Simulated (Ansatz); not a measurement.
# Molecular dynamics, with input and output: SiNH3F4 (part 1 of 2)

- system: SiNH3F4
- method: RKS PBE0-D4/def2-SVP (Ansatz 0.2.0)

Figures and captions count atoms from 1; the log counts them from 0 in places.

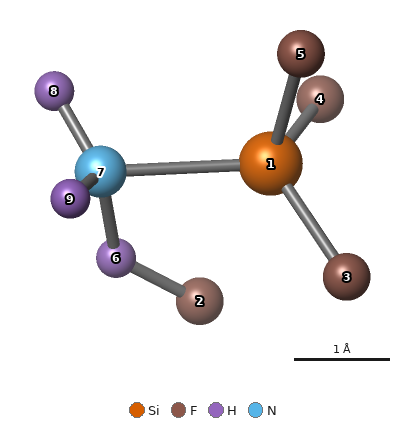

The input geometry (ball-and-stick view, seen at a tilt; atoms are numbered from 1 in the order of the input). Bond lengths as drawn: F–H 1.14 Å, F–Si 1.57 to 1.60 Å, H–N 1.01 to 1.28 Å and N–Si 1.80 Å.

### The input
```yaml
crystal:
  periodic: [false, false, false]
  atoms:
    - {symbol: Si, position_ang: [-0.703262, 0.347948, -0.057095]}
    - {symbol: F, position_ang: [-0.352907, -1.571909, -0.745593]}
    - {symbol: F, position_ang: [-1.065591, 0.657222, -1.555355]}
    - {symbol: F, position_ang: [-1.759478, -0.343339, 0.880058]}
    - {symbol: F, position_ang: [-0.713707, 1.827902, 0.548112]}
    - {symbol: H, position_ang: [0.621197, -1.179812, -0.307317]}
    - {symbol: N, position_ang: [1.014723, -0.093043, 0.250474]}
    - {symbol: H, position_ang: [1.270242, -0.124580, 1.230491]}
    - {symbol: H, position_ang: [1.688785, 0.479612, -0.243876]}
basis:
  gaussian: {orbitals: def2-SVP}
hamiltonian: {xc: pbe0, dispersion: d4}
md: {n_steps: 80, timestep: 0.5, temperature: 200, ensemble: nvt_langevin, seed: 402, friction: 0.002, initial_velocities: maxwell_boltzmann}
```

Hardware: 8 threads of Arm Neoverse V1, 23 GiB of memory available, shared host.

Launched with:
```bash
ansatz run in.yaml --threads 8 --pin off --events-out ev --progress --plain --max-ram 19148MiB
```

### The program's output
```
Functional definition: PBE0
  name "PBE0"
  cite "Adamo & Barone, J. Chem. Phys. 110, 6158 (1999) doi:10.1063/1.478522"
  cite "Perdew, Burke & Ernzerhof, Phys. Rev. Lett. 77, 3865 (1996) doi:10.1103/PhysRevLett.77.3865"
  parent pbe
  parameter a = 0.25
  parameter kappa = 0.804
  parameter beta = 0.06672455060314922
  exchange = (1 - a)*pbe_x(kappa = kappa, mu = beta*pi^2/3) + a*exact_x
  correlation = pbe_c(beta = beta)
1045 factors; integrals over basis functions are off by at most 3.3e-4 eV
mean field evaluation 1: about -20255.5194 eV, gradient 6.4e1 eV
mean field evaluation 2: about -20252.4826 eV, gradient 7.8e1 eV
mean field evaluation 4: about -20262.1283 eV, gradient 1.6e0 eV
mean field evaluation 8: about -20262.1491 eV, gradient 9.7e-2 eV
mean field -20262.14910204 eV, -744.6202453219 hartree, gradient 3.9e-5 eV, S^2 0.000000; 0 other end points of the search recorded, 0 dependent functions left out
the calculation of the forces begins
reference -20262.14912255 eV, -744.6202460756 hartree; 30, 30 occupied and 73, 73 virtual orbitals, 1045 factors
md step     0: t =     0.00 fs  T =   177.8 K  F+E_penalty+E_count = -20262.28941849 eV  E_kin = 0.206816 eV  (25 SCF iters)
these checks for a lower state are left out or cut short: starts, cluster_reference, orbital_swaps, neighbouring_geometries, increment
1045 factors; integrals over basis functions are off by at most 3.3e-4 eV
mean field evaluation 16: about -20262.1324 eV, gradient 9.3e-1 eV
mean field -20262.15018702 eV, -744.6202851945 hartree, gradient 9.4e-6 eV, S^2 0.000000; 0 other end points of the search recorded, 0 dependent functions left out
the calculation of the forces begins
reference -20262.15020755 eV, -744.6202859489 hartree; 30, 30 occupied and 73, 73 virtual orbitals, 1045 factors
md step     1: t =     0.50 fs  T =   182.1 K  F+E_penalty+E_count = -20262.29045910 eV  E_kin = 0.211801 eV  (29 SCF iters)
[... from here on the SCF iterations and repeated set-up lines of each step are left out, up to the last step ...]
md step     2: t =     1.00 fs  T =   173.8 K  F+E_penalty+E_count = -20262.28219732 eV  E_kin = 0.202210 eV  (29 SCF iters)
md step     3: t =     1.50 fs  T =   162.5 K  F+E_penalty+E_count = -20262.26905237 eV  E_kin = 0.189010 eV  (29 SCF iters)
md step     4: t =     2.00 fs  T =   150.6 K  F+E_penalty+E_count = -20262.25693533 eV  E_kin = 0.175206 eV  (28 SCF iters)
md step     5: t =     2.50 fs  T =   144.6 K  F+E_penalty+E_count = -20262.25015981 eV  E_kin = 0.168221 eV  (29 SCF iters)
md step     6: t =     3.00 fs  T =   145.1 K  F+E_penalty+E_count = -20262.25066871 eV  E_kin = 0.168775 eV  (28 SCF iters)
md step     7: t =     3.50 fs  T =   149.1 K  F+E_penalty+E_count = -20262.25833155 eV  E_kin = 0.173434 eV  (28 SCF iters)
md step     8: t =     4.00 fs  T =   156.8 K  F+E_penalty+E_count = -20262.27107149 eV  E_kin = 0.182442 eV  (28 SCF iters)
md step     9: t =     4.50 fs  T =   168.9 K  F+E_penalty+E_count = -20262.28552435 eV  E_kin = 0.196499 eV  (29 SCF iters)
md step    10: t =     5.00 fs  T =   178.1 K  F+E_penalty+E_count = -20262.29682542 eV  E_kin = 0.207234 eV  (29 SCF iters)
md step    11: t =     5.50 fs  T =   184.1 K  F+E_penalty+E_count = -20262.30032820 eV  E_kin = 0.214217 eV  (29 SCF iters)
md step    12: t =     6.00 fs  T =   180.8 K  F+E_penalty+E_count = -20262.29376209 eV  E_kin = 0.210299 eV  (29 SCF iters)
md step    13: t =     6.50 fs  T =   176.1 K  F+E_penalty+E_count = -20262.28006527 eV  E_kin = 0.204828 eV  (28 SCF iters)
md step    14: t =     7.00 fs  T =   168.9 K  F+E_penalty+E_count = -20262.26595969 eV  E_kin = 0.196527 eV  (28 SCF iters)
md step    15: t =     7.50 fs  T =   160.9 K  F+E_penalty+E_count = -20262.25945362 eV  E_kin = 0.187172 eV  (28 SCF iters)
md step    16: t =     8.00 fs  T =   162.3 K  F+E_penalty+E_count = -20262.26355739 eV  E_kin = 0.188759 eV  (28 SCF iters)
md step    17: t =     8.50 fs  T =   174.5 K  F+E_penalty+E_count = -20262.27375408 eV  E_kin = 0.202956 eV  (26 SCF iters)
md step    18: t =     9.00 fs  T =   181.8 K  F+E_penalty+E_count = -20262.28273131 eV  E_kin = 0.211470 eV  (29 SCF iters)
md step    19: t =     9.50 fs  T =   185.1 K  F+E_penalty+E_count = -20262.28412363 eV  E_kin = 0.215281 eV  (29 SCF iters)
md step    20: t =    10.00 fs  T =   183.1 K  F+E_penalty+E_count = -20262.27610936 eV  E_kin = 0.213059 eV  (29 SCF iters)
md step    21: t =    10.50 fs  T =   169.0 K  F+E_penalty+E_count = -20262.26135221 eV  E_kin = 0.196615 eV  (29 SCF iters)
md step    22: t =    11.00 fs  T =   155.0 K  F+E_penalty+E_count = -20262.24581349 eV  E_kin = 0.180335 eV  (28 SCF iters)
md step    23: t =    11.50 fs  T =   145.8 K  F+E_penalty+E_count = -20262.23583104 eV  E_kin = 0.169590 eV  (29 SCF iters)
md step    24: t =    12.00 fs  T =   144.8 K  F+E_penalty+E_count = -20262.23391743 eV  E_kin = 0.168402 eV  (28 SCF iters)
md step    25: t =    12.50 fs  T =   147.0 K  F+E_penalty+E_count = -20262.23934459 eV  E_kin = 0.170953 eV  (28 SCF iters)
md step    26: t =    13.00 fs  T =   157.5 K  F+E_penalty+E_count = -20262.25053193 eV  E_kin = 0.183257 eV  (28 SCF iters)
md step    27: t =    13.50 fs  T =   171.2 K  F+E_penalty+E_count = -20262.26277844 eV  E_kin = 0.199217 eV  (28 SCF iters)
md step    28: t =    14.00 fs  T =   175.4 K  F+E_penalty+E_count = -20262.26967183 eV  E_kin = 0.204099 eV  (28 SCF iters)
md step    29: t =    14.50 fs  T =   171.6 K  F+E_penalty+E_count = -20262.26642000 eV  E_kin = 0.199583 eV  (30 SCF iters)
md step    30: t =    15.00 fs  T =   160.0 K  F+E_penalty+E_count = -20262.25216639 eV  E_kin = 0.186178 eV  (30 SCF iters)
md step    31: t =    15.50 fs  T =   140.7 K  F+E_penalty+E_count = -20262.23064782 eV  E_kin = 0.163740 eV  (30 SCF iters)
md step    32: t =    16.00 fs  T =   120.2 K  F+E_penalty+E_count = -20262.21081749 eV  E_kin = 0.139848 eV  (29 SCF iters)
md step    33: t =    16.50 fs  T =   110.2 K  F+E_penalty+E_count = -20262.20331912 eV  E_kin = 0.128192 eV  (23 SCF iters)
md step    34: t =    17.00 fs  T =   116.1 K  F+E_penalty+E_count = -20262.21188863 eV  E_kin = 0.135111 eV  (22 SCF iters)
md step    35: t =    17.50 fs  T =   131.8 K  F+E_penalty+E_count = -20262.22977316 eV  E_kin = 0.153366 eV  (30 SCF iters)
md step    36: t =    18.00 fs  T =   143.2 K  F+E_penalty+E_count = -20262.24654747 eV  E_kin = 0.166600 eV  (26 SCF iters)
md step    37: t =    18.50 fs  T =   148.2 K  F+E_penalty+E_count = -20262.25518001 eV  E_kin = 0.172365 eV  (30 SCF iters)
md step    38: t =    19.00 fs  T =   146.4 K  F+E_penalty+E_count = -20262.25425211 eV  E_kin = 0.170311 eV  (29 SCF iters)
md step    39: t =    19.50 fs  T =   137.0 K  F+E_penalty+E_count = -20262.24573939 eV  E_kin = 0.159355 eV  (29 SCF iters)
md step    40: t =    20.00 fs  T =   129.2 K  F+E_penalty+E_count = -20262.23356798 eV  E_kin = 0.150255 eV  (29 SCF iters)
md step    41: t =    20.50 fs  T =   118.9 K  F+E_penalty+E_count = -20262.22198521 eV  E_kin = 0.138356 eV  (29 SCF iters)
md step    42: t =    21.00 fs  T =   113.3 K  F+E_penalty+E_count = -20262.21464792 eV  E_kin = 0.131801 eV  (28 SCF iters)
md step    43: t =    21.50 fs  T =   113.5 K  F+E_penalty+E_count = -20262.21344591 eV  E_kin = 0.132047 eV  (29 SCF iters)
md step    44: t =    22.00 fs  T =   117.2 K  F+E_penalty+E_count = -20262.21816109 eV  E_kin = 0.136397 eV  (29 SCF iters)
md step    45: t =    22.50 fs  T =   130.0 K  F+E_penalty+E_count = -20262.22731859 eV  E_kin = 0.151269 eV  (28 SCF iters)
md step    46: t =    23.00 fs  T =   140.5 K  F+E_penalty+E_count = -20262.23833998 eV  E_kin = 0.163466 eV  (29 SCF iters)
md step    47: t =    23.50 fs  T =   149.3 K  F+E_penalty+E_count = -20262.24691432 eV  E_kin = 0.173690 eV  (29 SCF iters)
md step    48: t =    24.00 fs  T =   147.4 K  F+E_penalty+E_count = -20262.24949505 eV  E_kin = 0.171513 eV  (28 SCF iters)
md step    49: t =    24.50 fs  T =   142.0 K  F+E_penalty+E_count = -20262.24608417 eV  E_kin = 0.165146 eV  (28 SCF iters)
md step    50: t =    25.00 fs  T =   135.3 K  F+E_penalty+E_count = -20262.24013073 eV  E_kin = 0.157367 eV  (28 SCF iters)
md step    51: t =    25.50 fs  T =   131.5 K  F+E_penalty+E_count = -20262.23645383 eV  E_kin = 0.152983 eV  (30 SCF iters)
md step    52: t =    26.00 fs  T =   135.4 K  F+E_penalty+E_count = -20262.23883996 eV  E_kin = 0.157498 eV  (30 SCF iters)
md step    53: t =    26.50 fs  T =   140.3 K  F+E_penalty+E_count = -20262.24717179 eV  E_kin = 0.163174 eV  (29 SCF iters)
md step    54: t =    27.00 fs  T =   151.8 K  F+E_penalty+E_count = -20262.25641857 eV  E_kin = 0.176609 eV  (27 SCF iters)
md step    55: t =    27.50 fs  T =   156.0 K  F+E_penalty+E_count = -20262.26100952 eV  E_kin = 0.181520 eV  (30 SCF iters)
md step    56: t =    28.00 fs  T =   155.2 K  F+E_penalty+E_count = -20262.25869236 eV  E_kin = 0.180567 eV  (29 SCF iters)
md step    57: t =    28.50 fs  T =   148.5 K  F+E_penalty+E_count = -20262.25113872 eV  E_kin = 0.172811 eV  (28 SCF iters)
md step    58: t =    29.00 fs  T =   139.2 K  F+E_penalty+E_count = -20262.24195031 eV  E_kin = 0.161956 eV  (28 SCF iters)
md step    59: t =    29.50 fs  T =   133.8 K  F+E_penalty+E_count = -20262.23420019 eV  E_kin = 0.155686 eV  (28 SCF iters)
md step    60: t =    30.00 fs  T =   129.7 K  F+E_penalty+E_count = -20262.23136835 eV  E_kin = 0.150865 eV  (29 SCF iters)
md step    61: t =    30.50 fs  T =   130.4 K  F+E_penalty+E_count = -20262.23572762 eV  E_kin = 0.151757 eV  (28 SCF iters)
md step    62: t =    31.00 fs  T =   133.8 K  F+E_penalty+E_count = -20262.24601307 eV  E_kin = 0.155649 eV  (28 SCF iters)
md step    63: t =    31.50 fs  T =   151.9 K  F+E_penalty+E_count = -20262.26033052 eV  E_kin = 0.176701 eV  (29 SCF iters)
md step    64: t =    32.00 fs  T =   161.9 K  F+E_penalty+E_count = -20262.27508420 eV  E_kin = 0.188390 eV  (28 SCF iters)
md step    65: t =    32.50 fs  T =   170.0 K  F+E_penalty+E_count = -20262.28499055 eV  E_kin = 0.197782 eV  (28 SCF iters)
md step    66: t =    33.00 fs  T =   169.9 K  F+E_penalty+E_count = -20262.28606449 eV  E_kin = 0.197660 eV  (27 SCF iters)
md step    67: t =    33.50 fs  T =   160.3 K  F+E_penalty+E_count = -20262.27708061 eV  E_kin = 0.186497 eV  (28 SCF iters)
md step    68: t =    34.00 fs  T =   151.1 K  F+E_penalty+E_count = -20262.26165524 eV  E_kin = 0.175750 eV  (28 SCF iters)
md step    69: t =    34.50 fs  T =   146.5 K  F+E_penalty+E_count = -20262.24730688 eV  E_kin = 0.170444 eV  (28 SCF iters)
md step    70: t =    35.00 fs  T =   145.0 K  F+E_penalty+E_count = -20262.24245834 eV  E_kin = 0.168678 eV  (28 SCF iters)
md step    71: t =    35.50 fs  T =   155.0 K  F+E_penalty+E_count = -20262.25139797 eV  E_kin = 0.180365 eV  (28 SCF iters)
md step    72: t =    36.00 fs  T =   174.6 K  F+E_penalty+E_count = -20262.27144152 eV  E_kin = 0.203173 eV  (28 SCF iters)
md step    73: t =    36.50 fs  T =   196.0 K  F+E_penalty+E_count = -20262.29414768 eV  E_kin = 0.228032 eV  (28 SCF iters)
md step    74: t =    37.00 fs  T =   211.5 K  F+E_penalty+E_count = -20262.31141738 eV  E_kin = 0.246089 eV  (25 SCF iters)
md step    75: t =    37.50 fs  T =   217.4 K  F+E_penalty+E_count = -20262.31826971 eV  E_kin = 0.252926 eV  (29 SCF iters)
md step    76: t =    38.00 fs  T =   209.1 K  F+E_penalty+E_count = -20262.31503308 eV  E_kin = 0.243246 eV  (29 SCF iters)
md step    77: t =    38.50 fs  T =   201.4 K  F+E_penalty+E_count = -20262.30643622 eV  E_kin = 0.234294 eV  (28 SCF iters)
md step    78: t =    39.00 fs  T =   196.9 K  F+E_penalty+E_count = -20262.29730910 eV  E_kin = 0.229032 eV  (29 SCF iters)
md step    79: t =    39.50 fs  T =   188.6 K  F+E_penalty+E_count = -20262.29181418 eV  E_kin = 0.219356 eV  (28 SCF iters)
these checks for a lower state are left out or cut short: starts, cluster_reference, orbital_swaps, neighbouring_geometries, increment
1045 factors; integrals over basis functions are off by at most 3.8e-4 eV
mean field -20262.15092006 eV, -744.6203121330 hartree, gradient 7.9e-6 eV, S^2 0.000000; 0 other end points of the search recorded, 0 dependent functions left out
the calculation of the forces begins
reference -20262.15094099 eV, -744.6203129023 hartree; 30, 30 occupied and 73, 73 virtual orbitals, 1045 factors
1045 factors; integrals over basis functions are off by at most 3.8e-4 eV
mean field evaluation 640: about -20262.1509 eV, gradient 7.9e-6 eV
mean field -20262.15092006 eV, -744.6203121330 hartree, gradient 7.9e-6 eV, S^2 0.000000; 1 other end points of the search recorded, 0 dependent functions left out
the calculation of the forces begins
reference -20262.15094099 eV, -744.6203129023 hartree; 30, 30 occupied and 73, 73 virtual orbitals, 1045 factors
md step    80: t =    40.00 fs  T =   189.1 K  F+E_penalty+E_count = -20262.29290081 eV  E_kin = 0.219992 eV  (26 SCF iters)
```

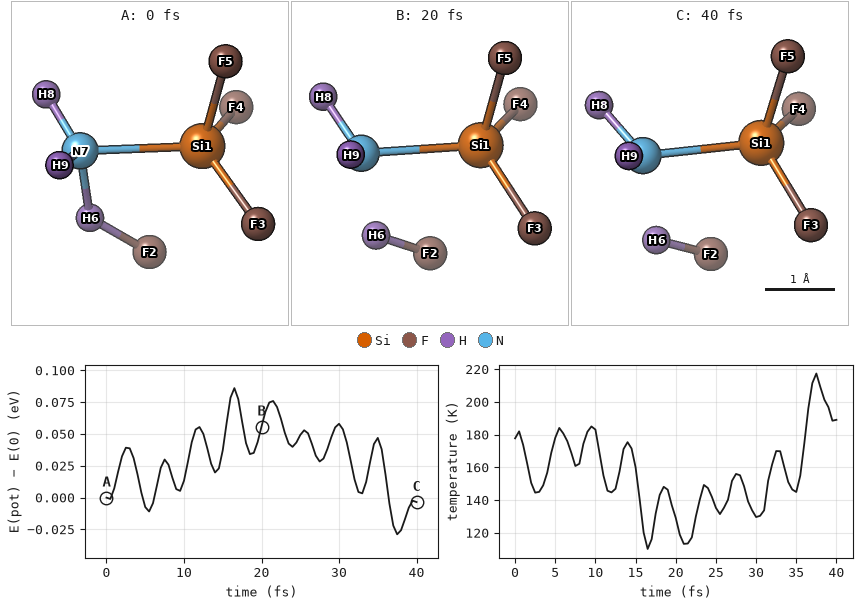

Frames of the molecular dynamics (ball-and-stick, seen at a tilt) above the curves, on which the letters mark them. The trajectory kept here has 81 frames over 40 fs. The temperature starts at 178 K, ranges from 110 to 217 K and averages 154 K over the second half. The potential energy ends 0.003 eV below its first value. After an unweighted best fit of the last frame on the first, the root-mean-square displacement is 0.16 Å, and H6 has moved furthest (0.28 Å).

```
Total energy: -20262.29292175 eV, -744.6255305988 hartree
Atom 0 at    -0.686538     0.382442    -0.009721 Å, force     0.574514    -0.489767     1.110976 eV/Å
Atom 1 at    -0.408811    -1.632498    -0.832762 Å, force     0.973582    -0.154813     0.003182 eV/Å
Atom 2 at    -0.921867     0.700265    -1.521370 Å, force    -0.431451     0.466022    -1.389367 eV/Å
Atom 3 at    -1.834577    -0.393815     0.775871 Å, force    -0.050588    -0.225080     0.101768 eV/Å
Atom 4 at    -0.780454     1.802225     0.715872 Å, force    -0.101254     0.766117     0.182413 eV/Å
Atom 5 at     0.534711    -1.337950    -0.638547 Å, force    -0.939991    -0.084118    -0.113715 eV/Å
Atom 6 at     1.016572    -0.042254     0.177022 Å, force     0.740823    -0.572604     1.686068 eV/Å
Atom 7 at     1.334109    -0.308925     1.157818 Å, force    -0.645578     0.448285    -1.565122 eV/Å
Atom 8 at     1.630804     0.722527    -0.118509 Å, force    -0.120057    -0.154041    -0.016203 eV/Å
Dipole moment:     0.796988    -0.022824     0.221043 e Å
```

### Trajectory as extended XYZ (Å, eV, eV/Å), 22 of the 81 frames kept, from step=0 to step=80
```
9
Properties=species:S:1:pos:R:3:forces:R:3 step=0 time_fs=0.0 energy=-20262.28942 temperature=177.8
Si   -0.7033    0.3479   -0.0571    0.7032  -0.6949  -0.0847
F    -0.3529   -1.5719   -0.7456    0.0779   0.3106   0.1491
F    -1.0656    0.6572   -1.5554   -0.2134   0.2250  -1.0633
F    -1.7595   -0.3433    0.8801   -0.7125  -0.4944   0.6891
F    -0.7137    1.8279    0.5481    0.0082   0.7776   0.3218
H     0.6212   -1.1798   -0.3073   -0.1645  -0.1620  -0.1131
N     1.0147   -0.0930    0.2505   -0.0014  -0.1718  -0.0697
H     1.2702   -0.1246    1.2305    0.0917   0.0195   0.2932
H     1.6888    0.4796   -0.2439    0.2108   0.1903  -0.1223
9
Properties=species:S:1:pos:R:3:forces:R:3 step=4 time_fs=2.0 energy=-20262.25694 temperature=150.6
Si   -0.7017    0.3425   -0.0568    0.5973  -0.3643   0.2080
F    -0.3548   -1.5727   -0.7511    0.1929   0.2125   0.2050
F    -1.0556    0.6591   -1.5557   -0.2265   0.2199  -1.0576
F    -1.7682   -0.3409    0.8799   -0.6240  -0.4956   0.5659
F    -0.7133    1.8271    0.5592   -0.0240   0.5408   0.1843
H     0.6243   -1.2060   -0.3247   -0.3392   0.0774  -0.1757
N     1.0119   -0.0830    0.2426    0.5599  -0.6267   1.6124
H     1.2871   -0.1605    1.2652   -0.3699   0.3103  -1.6130
H     1.6676    0.5113   -0.2555    0.2336   0.1257   0.0707
```
